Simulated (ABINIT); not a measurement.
**SiO2 (P6_422): G0W0 on several meshes in ABINIT**

How does the mesh move the gap of SiO2 (P6_422)?

Main program and level: ABINIT 10.8.3; LDA and many-body steps on it, plane waves.

## (1) Set-up

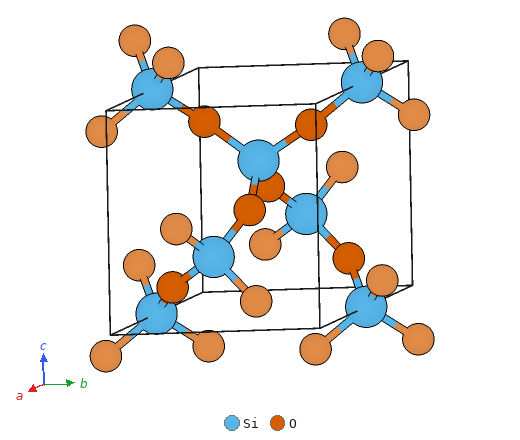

The starting structure, seen slightly off an axis (silicon blue, oxygen orange). Some periodic images of atoms are drawn too.

The cell and positions are those that the Materials Project relaxed with its own functionals (PBE, PBE+U or r2SCAN), kept fixed.

## (2) Empty states on the mesh, 3×3×2 mesh, 646 bands

This step: ABINIT 10.8.3; DFT, LDA, plane waves, norm-conserving pseudopotentials.

The sums over transitions need many empty states on a uniform mesh; this step solves for them.

The input, run.abi:

```
acell 3*1.0 Angstrom
rprim 
  5.060522228394 0.000000000001 0.000000000000
  -2.530261114198 4.382540806204 0.000000000000
  0.000000000000 0.000000000000 5.541353310000
ntypat 2
znucl 14 8
natom 9
typat 1 1 1 2 2 2 2 2 2
xred 
  0.000000000000 0.500000000000 0.333333333333
  0.500000000000 0.500000000000 0.666666666667
  0.500000000000 0.000000000000 -0.000000000000
  0.582789260000 0.791394630000 0.833333333333
  0.791394630000 0.582789260000 0.500000000000
  0.791394630000 0.208605370000 0.166666666667
  0.417210740000 0.208605370000 0.833333333333
  0.208605370000 0.417210740000 0.500000000000
  0.208605370000 0.791394630000 0.166666666667
pp_dirpath "pseudos"
pseudos "Si.upf, O.upf"
ecut 36
ngkpt 3 3 2
nshiftk 1
shiftk 0 0 0
kptopt 1
chksymbreak 0
iscf -2
irdden 1
istwfk *1
nband 646
nbdbuf 58
tolwfr 1e-09
nstep 60
prtvol 0
indata_prefix "in"
outdata_prefix "out"
tmpdata_prefix "tmp"
```

Started as:

```sh
$ OMP_NUM_THREADS=1 mpirun -n 6 abinit run.abi > log
```

Numbers of over 12 decimals in the logs are rounded to 6 here.

What it wrote:

```text
.Version 10.8.3 of ABINIT. v10.8.2 released Aug 2026.

 Symmetries : space group P6_4 2 2 (#181); Bravais hP (primitive hexag.)
[... echo of the input left out ...]
== DATASET  1 ==================================================================
-   mpi_nproc: 6, omp_nthreads: 1 (-1 if OMP is not activated)

--- !DatasetInfo
iteration_state: {dtset: 1, }
dimensions: {natom: 9, nkpt: 6, mband: 646, nsppol: 1, nspinor: 1, nspden: 1, mpw: 8607, }
cutoff_energies: {ecut:  36.0, pawecutdg:  -1.0, }
[...]
5.89928    5.91141    5.91957    5.93924    5.93927    5.94895    5.96286    5.96299
   5.96730    5.96741    5.97238    5.98647    5.99756    6.00445    6.01340    6.01457
   6.01535    6.01626    6.01780    6.02221    6.02532    6.03619
 prteigrs : prtvol=0 or 1, do not print more k-points.

== END DATASET(S) ==============================================================
================================================================================

 -outvars: echo values of variables after computation  --------
            nband         646
             nkpt           6
          spgroup         181
 [... the other variables as echoed above ...]

 Calculation completed.
```

The job ended after 11 min (6 MPI ranks of Arm Neoverse V1, shared host; peak memory 1.4 GiB).

This step gave:

| Property | Result |
| --- | --- |
| gap | 5.503 eV |
| k of the valence top | 0, 0, 0.5 |
| k of the conduction bottom | 0, 0, 0 |
| least direct gap | 5.695 eV |
| k points computed | 6 |
| lowest point of the top converged band, above the valence top | 153.5816 eV |

On this mesh the gap is 5.503 eV.

The density comes from a self-consistent run that is not shown.

## (3) Screening, 3×3×2 mesh, 135 bands, screening to 68.6 eV

The RPA dielectric matrix is built and inverted for each q.

This step: RPA screening on LDA, plane waves, norm-conserving pseudopotentials.

Edit run.abi of step 2 so:

```diff
@@ -27,10 +27,11 @@
 chksymbreak 0
-iscf -2
-irdden 1
 istwfk *1
-nband 646
-nbdbuf 58
-tolwfr 1e-09
-nstep 60
-prtvol 0
+occopt 1
+irdwfk 1
+optdriver 3
+nband 135
+ecuteps 2.52
+inclvkb 2
+awtr 1
+symchi 1
 indata_prefix "in"
```

Started as:

```sh
$ OMP_NUM_THREADS=1 mpirun -n 8 abinit run.abi > log
```

What it wrote:

```text
.Version 10.8.3 of ABINIT. v10.8.2 released Aug 2026.

 Symmetries : space group P6_4 2 2 (#181); Bravais hP (primitive hexag.)
[... echo of the input left out ...]
== DATASET  1 ==================================================================
-   mpi_nproc: 8, omp_nthreads: 1 (-1 if OMP is not activated)

--- !DatasetInfo
iteration_state: {dtset: 1, }
dimensions: {natom: 9, nkpt: 6, mband: 135, nsppol: 1, nspinor: 1, nspden: 1, mpw: 8607, }
cutoff_energies: {ecut:  36.0, pawecutdg:  -1.0, }
electrons: {nelect:   4.80000000E+01, charge:   0.00000000E+00, occopt:   1.00000000E+00, tsmear:   1.00000000E-02, }

 SCREENING: Calculation of the susceptibility and dielectric matrices

 Based on a program developped by R.W. Godby, V. Olevano, G. Onida, and L. Reining.
 Incorporated in ABINIT by V. Olevano, G.-M. Rignanese, and M. Torrent.
.Using double precision arithmetic ; gwpc =  8

[... cell and pseudopotentials left out ...]
--------------------------------------------------------------------------------

 ==== K-mesh for the wavefunctions ====
 Number of points in the irreducible wedge :     6
[... list of points left out ...]
 Together with 12 symmetry operations and time-reversal symmetry
 yields    18 points in the full Brillouin Zone.

 ==== Q-mesh for the screening function ====
 Number of points in the irreducible wedge :     6
[... list of points left out ...]
 Together with 12 symmetry operations and time-reversal symmetry
 yields    18 points in the full Brillouin Zone.

 setmesh: FFT mesh size selected  =    30x   30x   36
          total number of points  =        32400

 vcoul_init : cutoff-mode = AUXILIARY_FUNCTION
 q-points for optical limit:   1
     1)      0.000010    0.000020    0.000030

- screening: taking advantage of time-reversal symmetry
- Maximum band index for partially occupied states nbvw = 24
- Remaining bands to be divided among processors   nbcw = 111
- Number of bands treated by each node ~13

 Number of electrons calculated from density =   48.0000; Expected =   48.0000
 average of density, n =  0.057877
 r_s =    1.6037
 omega_plasma =   23.2065 [eV]

 calculating chi0 at frequencies [eV] :
  1    0.000000E+00    0.000000E+00
  2    0.000000E+00    2.320648E+01

--------------------------------------------------------------------------------
  q-point number  1        q = ( 0.000000, 0.000000, 0.000000) [r.l.u.]
--------------------------------------------------------------------------------
[... chi0 elements left out ...]
 For q-point:  0.000010 0.000020 0.000030
  dielectric constant =   2.3003
  dielectric constant without local fields =   2.4657

  Average fulfillment of the sum rule on Im[epsilon] for q-point    1 :     56.69  [%]
[... wings left out ...]
  q-point number  2        q = ( 0.333333, 0.000000, 0.000000) [r.l.u.]
--------------------------------------------------------------------------------
[... chi0 elements left out ...]
  Average fulfillment of the sum rule on Im[epsilon] for q-point    2 :     63.46  [%]

 [... 4 further q-points ...]
```

The job ended after 33 s (8 MPI ranks; peak memory 2.4 GiB; 4.3 min of CPU time).

Numbers from this step:

```
ε∞ with local fields, on this mesh, along the program's q direction : 2.300
the same without local fields                                       : 2.466
plasma frequency                                                    : 23.21 eV
plane waves in the screening matrix                                 : 157
```

Local fields lower ε∞ by 7 %. On a Γ-centred mesh this coarse the value itself is usually too large, while a short band sum pulls it down.

## (4) 3×3×2

The self-energy is evaluated for the states that the input lists, and the levels follow from it, in one-shot runs by the linearised quasiparticle equation.

This step: G0W0 on LDA, plane waves, norm-conserving pseudopotentials.

Edit run.abi of step 3 so:

```diff
@@ -30,8 +30,17 @@
 irdwfk 1
-optdriver 3
+optdriver 4
 nband 135
+gwcalctyp 0
+ecutsigx 36
+symsigma 1
+nkptgw 2
+kptgw 
+  0.0000000000 0.0000000000 0.5000000000
+  0.0000000000 0.0000000000 0.0000000000
+bdgw 
+  23 26
+  22 27
 ecuteps 2.52
-inclvkb 2
-awtr 1
-symchi 1
+irdscr 1
+ppmodel 1
 indata_prefix "in"
```

What it wrote:

```text
.Version 10.8.3 of ABINIT. v10.8.2 released Aug 2026.

 Symmetries : space group P6_4 2 2 (#181); Bravais hP (primitive hexag.)
[... echo of the input left out ...]
== DATASET  1 ==================================================================
-   mpi_nproc: 8, omp_nthreads: 1 (-1 if OMP is not activated)

--- !DatasetInfo
iteration_state: {dtset: 1, }
dimensions: {natom: 9, nkpt: 6, mband: 135, nsppol: 1, nspinor: 1, nspden: 1, mpw: 8607, }
cutoff_energies: {ecut:  36.0, pawecutdg:  -1.0, }
electrons: {nelect:   4.80000000E+01, charge:   0.00000000E+00, occopt:   1.00000000E+00, tsmear:   1.00000000E-02, }

 SIGMA: Calculation of the GW corrections

 Based on a program developped by R.W. Godby, V. Olevano, G. Onida, and L. Reining.
 Incorporated in ABINIT by V. Olevano, G.-M. Rignanese, and M. Torrent.
.Using double precision arithmetic ; gwpc =  8

[... cell and pseudopotentials left out ...]
--------------------------------------------------------------------------------

 ==== K-mesh for the wavefunctions ====
 Number of points in the irreducible wedge :     6
[... list of points left out ...]
 Together with 12 symmetry operations and time-reversal symmetry
 yields    18 points in the full Brillouin Zone.

 ==== Q-mesh for screening function ====
 Number of points in the irreducible wedge :     6
[... list of points left out ...]
 Together with 12 symmetry operations and time-reversal symmetry
 yields    18 points in the full Brillouin Zone.

 vcoul_init : cutoff-mode = AUXILIARY_FUNCTION
 q-points for optical limit:   1
     1)      0.000010    0.000020    0.000030
 setmesh: FFT mesh size selected  =    45x   45x   60
          total number of points  =       121500

 Number of electrons calculated from density =   48.0000; Expected =   48.0000
 average of density, n =  0.057877
 r_s =    1.6037
 omega_plasma =   23.2065 [eV]

 === KS Band Gaps ===
  >>>> For spin  1
   Minimum direct gap =   5.6952 [eV], located at k-point      :   0.0000  0.0000  0.0000
   Fundamental gap    =   5.5029 [eV], Top of valence bands at :   0.0000  0.0000  0.5000
                                       Bottom of conduction at :   0.0000  0.0000  0.0000
 SIGMA fundamental parameters:
 PLASMON POLE MODEL  1
 number of plane-waves for SigmaX                 8543
 number of plane-waves for SigmaC and W            157
 number of plane-waves for wavefunctions          8543
 number of bands                                   135
 number of independent spin polarizations            1
 number of spinorial components                      1
 number of k-points in IBZ                           6
 number of q-points in IBZ                           6
 number of symmetry operations                      12
 number of k-points in BZ                           18
 number of q-points in BZ                           18
 number of frequencies for dSigma/dE                 9
 frequency step for dSigma/dE [eV]                0.25
 number of omega for Sigma on real axis              0
 max omega for Sigma on real axis  [eV]           0.00
 zcut for avoiding poles [eV]                     0.10

 EPSILON^-1 parameters (SCR file):
 dimension of the eps^-1 matrix on file            157
 dimension of the eps^-1 matrix used               157
 number of plane-waves for wavefunctions          8543
 number of bands                                   135
 number of q-points in IBZ                           6
 number of frequencies                               2
 number of real frequencies                          1
 number of imag frequencies                          1

 matrix elements of self-energy operator (all in [eV])

 Perturbative Calculation

--- !SelfEnergy_ee
iteration_state: {dtset: 1, }
kpoint     : [   0.000,    0.000,    0.500, ]
spin       : 1
KS_gap     :    7.308
QP_gap     :   10.470
Delta_QP_KS:    3.162
data: !SigmaeeData |
     Band     E0 <VxcDFT>   SigX SigC(E0)      Z dSigC/dE  Sig(E)    E-E0       E
       23  -0.394 -19.925 -25.777   4.130   0.822  -0.217 -21.340  -1.415  -1.809
       24  -0.394 -19.925 -25.777   4.130   0.822  -0.217 -21.340  -1.415  -1.809
       25   6.914 -11.536  -6.673  -2.855   0.870  -0.149  -9.789   1.747   8.661
       26   6.914 -11.536  -6.673  -2.855   0.870  -0.149  -9.789   1.747   8.661

--- !SelfEnergy_ee
iteration_state: {dtset: 1, }
kpoint     : [   0.000,    0.000,    0.000, ]
spin       : 1
KS_gap     :    5.695
QP_gap     :    8.588
Delta_QP_KS:    2.893
data: !SigmaeeData |
     Band     E0 <VxcDFT>   SigX SigC(E0)      Z dSigC/dE  Sig(E)    E-E0       E
       22  -0.866 -19.078 -24.917   4.027   0.823  -0.216 -20.568  -1.491  -2.356
       23  -0.866 -19.078 -24.917   4.027   0.823  -0.216 -20.568  -1.491  -2.356
       24  -0.586 -19.768 -25.614   4.109   0.822  -0.216 -21.196  -1.428  -2.014
       25   5.109 -10.324  -5.704  -2.952   0.878  -0.139  -8.860   1.464   6.574
       26   8.335 -11.205  -5.850  -3.044   0.867  -0.154  -9.202   2.004  10.338
       27   8.335 -11.205  -5.850  -3.044   0.867  -0.154  -9.202   2.004  10.338

== END DATASET(S) ==============================================================
================================================================================

 -outvars: echo values of variables after computation  --------
           etotal      0.0000000000E+00
            nband         135
             nkpt           6
          spgroup         181
 [... the other variables as echoed above ...]

 Calculation completed.
```

Run time: 4.7 s. Hardware: 8 MPI ranks; peak memory 1.5 GiB; 36 s of CPU time.

This step gave:

- G0W0 gap on the points computed: 8.383 eV
- starting gap on the mesh: 5.503 eV
- k of the valence top: 0, 0, 0.5
- k of the conduction bottom: 0, 0, 0
- Z at the valence top: 0.822
- Z at the conduction bottom: 0.878
- least direct G0W0 gap on the computed points: 8.588 eV

The gap on the mesh goes from 5.50 eV to 8.38 eV, a correction of +2.88 eV.

## (5) Empty states on the mesh, 3×3×4 mesh, 147 bands

This step: DFT, LDA, plane waves, norm-conserving pseudopotentials.

Edit run.abi of step 4 so:

```diff
@@ -22,3 +22,3 @@
 ecut 36
-ngkpt 3 3 2
+ngkpt 3 3 4
 nshiftk 1
@@ -27,20 +27,10 @@
 chksymbreak 0
+iscf -2
+irdden 1
 istwfk *1
-occopt 1
-irdwfk 1
-optdriver 4
-nband 135
-gwcalctyp 0
-ecutsigx 36
-symsigma 1
-nkptgw 2
-kptgw 
-  0.0000000000 0.0000000000 0.5000000000
-  0.0000000000 0.0000000000 0.0000000000
-bdgw 
-  23 26
-  22 27
-ecuteps 2.52
-irdscr 1
-ppmodel 1
+nband 147
+nbdbuf 12
+tolwfr 1e-09
+nstep 60
+prtvol 0
 indata_prefix "in"
```

What it wrote:

```text
.Version 10.8.3 of ABINIT. v10.8.2 released Aug 2026.

 Symmetries : space group P6_4 2 2 (#181); Bravais hP (primitive hexag.)
[... echo of the input left out ...]
== DATASET  1 ==================================================================
-   mpi_nproc: 8, omp_nthreads: 1 (-1 if OMP is not activated)
-    --> not optimal distribution: autoparal keyword recommended in input file <--

--- !DatasetInfo
iteration_state: {dtset: 1, }
dimensions: {natom: 9, nkpt: 9, mband: 147, nsppol: 1, nspinor: 1, nspden: 1, mpw: 8607, }
cutoff_energies: {ecut:  36.0, pawecutdg:  -1.0, }
[...]
1.77583    1.79878    1.81700    1.81700    1.83589    1.85042    1.86046    1.87305
   1.87305    1.87323    1.87323    1.89280    1.90617    1.90617    1.93463    1.93469
   1.95400    1.95438    1.97178
 prteigrs : prtvol=0 or 1, do not print more k-points.

== END DATASET(S) ==============================================================
================================================================================

 -outvars: echo values of variables after computation  --------
            nband         147
             nkpt           9
          spgroup         181
 [... the other variables as echoed above ...]

 Calculation completed.
```

It took 1.7 min on 8 MPI ranks; peak memory 0.82 GiB; 14 min of CPU time.

Numbers from this step:

```
gap                                                           : 5.503 eV
k of the valence top                                          : 0, 0, 0.5
k of the conduction bottom                                    : 0, 0, 0
least direct gap                                              : 5.695 eV
k points computed                                             : 9
lowest point of the top converged band, above the valence top : 49.67 eV
```

On this mesh the gap is 5.503 eV.

## (6) Screening, 3×3×4 mesh, 135 bands, screening to 68.6 eV

This step: RPA screening on LDA, plane waves, norm-conserving pseudopotentials.

Edit run.abi of step 5 so:

```diff
@@ -27,10 +27,11 @@
 chksymbreak 0
-iscf -2
-irdden 1
 istwfk *1
-nband 147
-nbdbuf 12
-tolwfr 1e-09
-nstep 60
-prtvol 0
+occopt 1
+irdwfk 1
+optdriver 3
+nband 135
+ecuteps 2.52
+inclvkb 2
+awtr 1
+symchi 1
 indata_prefix "in"
```

What it wrote:

```text
.Version 10.8.3 of ABINIT. v10.8.2 released Aug 2026.

 Symmetries : space group P6_4 2 2 (#181); Bravais hP (primitive hexag.)
[... echo of the input left out ...]
== DATASET  1 ==================================================================
-   mpi_nproc: 8, omp_nthreads: 1 (-1 if OMP is not activated)

--- !DatasetInfo
iteration_state: {dtset: 1, }
dimensions: {natom: 9, nkpt: 9, mband: 135, nsppol: 1, nspinor: 1, nspden: 1, mpw: 8607, }
cutoff_energies: {ecut:  36.0, pawecutdg:  -1.0, }
electrons: {nelect:   4.80000000E+01, charge:   0.00000000E+00, occopt:   1.00000000E+00, tsmear:   1.00000000E-02, }

 SCREENING: Calculation of the susceptibility and dielectric matrices

 Based on a program developped by R.W. Godby, V. Olevano, G. Onida, and L. Reining.
 Incorporated in ABINIT by V. Olevano, G.-M. Rignanese, and M. Torrent.
.Using double precision arithmetic ; gwpc =  8

[... cell and pseudopotentials left out ...]
--------------------------------------------------------------------------------

 ==== K-mesh for the wavefunctions ====
 Number of points in the irreducible wedge :     9
[... list of points left out ...]
 Together with 12 symmetry operations and time-reversal symmetry
 yields    36 points in the full Brillouin Zone.

 ==== Q-mesh for the screening function ====
 Number of points in the irreducible wedge :     9
[... list of points left out ...]
 Together with 12 symmetry operations and time-reversal symmetry
 yields    36 points in the full Brillouin Zone.

 setmesh: FFT mesh size selected  =    30x   30x   36
          total number of points  =        32400

 vcoul_init : cutoff-mode = AUXILIARY_FUNCTION
 q-points for optical limit:   1
     1)      0.000010    0.000020    0.000030

- screening: taking advantage of time-reversal symmetry
- Maximum band index for partially occupied states nbvw = 24
- Remaining bands to be divided among processors   nbcw = 111
- Number of bands treated by each node ~13

 Number of electrons calculated from density =   48.0000; Expected =   48.0000
 average of density, n =  0.057877
 r_s =    1.6037
 omega_plasma =   23.2065 [eV]

 calculating chi0 at frequencies [eV] :
  1    0.000000E+00    0.000000E+00
  2    0.000000E+00    2.320648E+01

--------------------------------------------------------------------------------
  q-point number  1        q = ( 0.000000, 0.000000, 0.000000) [r.l.u.]
--------------------------------------------------------------------------------
[... chi0 elements left out ...]
 For q-point:  0.000010 0.000020 0.000030
  dielectric constant =   2.3014
  dielectric constant without local fields =   2.4667

  Average fulfillment of the sum rule on Im[epsilon] for q-point    1 :     56.66  [%]
[... wings left out ...]
  q-point number  2        q = ( 0.333333, 0.000000, 0.000000) [r.l.u.]
--------------------------------------------------------------------------------
[... chi0 elements left out ...]
  Average fulfillment of the sum rule on Im[epsilon] for q-point    2 :     63.42  [%]

 [... 7 further q-points ...]
```

It took 62 s on 8 MPI ranks; peak memory 2.9 GiB; 8.3 min of CPU time.

Numbers from this step:

| Item | Value |
| --- | --- |
| ε∞ with local fields, on this mesh, along the program's q direction | 2.301 |
| the same without local fields | 2.467 |
| plasma frequency | 23.21 eV |
| plane waves in the screening matrix | 157 |

(Part 1 of 2 ends here.)

[Paths, hosts, dates, memory and timing lines, banners, echoed tables and standing remarks are left out of the program output.]

[Logs are printed without paths, hosts, clocks, repeated set-up lines and the standing remarks that a program may print on its own settings, such as how far it seeks lower states.]

[Runs of the session that timed out or met a known fault of the program may be left out.]

[Hosts, paths, dates, database ids (printed as entryN), source tags and the programs' standing remarks are cut or masked in the printed files.]

[G0W0 gaps are taken among the corrected bands and points alone; a level outside them can change the order at an edge.]

[Where Ansatz stands beside ABINIT at settings called matched, ABINIT's density can come from a denser mesh and the files from another edition; pairs whose starting gaps differed by over 0.03 eV were left out, so agreement reads better than it is.]
